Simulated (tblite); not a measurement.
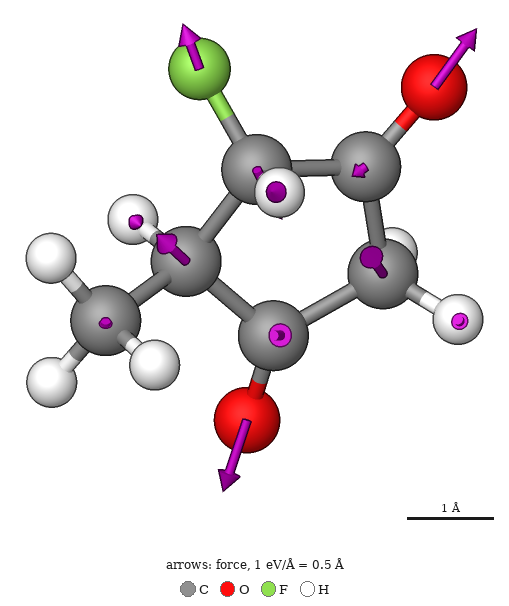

Starting geometry of C6H7FO2 (charge −1, multiplicity 2) with the computed forces as purple arrows. The picture is a ball-and-stick view, seen from a free direction.

Theory: GFN2-xTB geometry optimisation, gas phase in tblite 0.8.0. 

> What follows when this structure is relaxed?

It isn't relaxed: the largest force vector, on an O atom, is 1.83 eV/Å. The final displacements have little in common with the starting forces (cosine between the two patterns −0.14). Over 90 geometry steps the energy falls by 68.8 kJ/mol. An O atom moves most after the best rigid fit: 1.48 Å. Largest moves by element: O 1.48 Å, H 0.99 Å, F 0.62 Å, C 0.41 Å. Among the contacts that change: C–F 1.358 → 1.435 Å, C–C 1.486 → 1.539 Å, C–O 1.231 → 1.253 Å, C–C 1.539 → 1.521 Å. Bond angles that change, for instance: C–C–C 100.3° → 89.4°, O–C–C 118.8° → 127.6°, C–C–C 113.1° → 106.6°. Groups turn about C–C by about 60°, C–C by about 55°, C–C by about 20°.
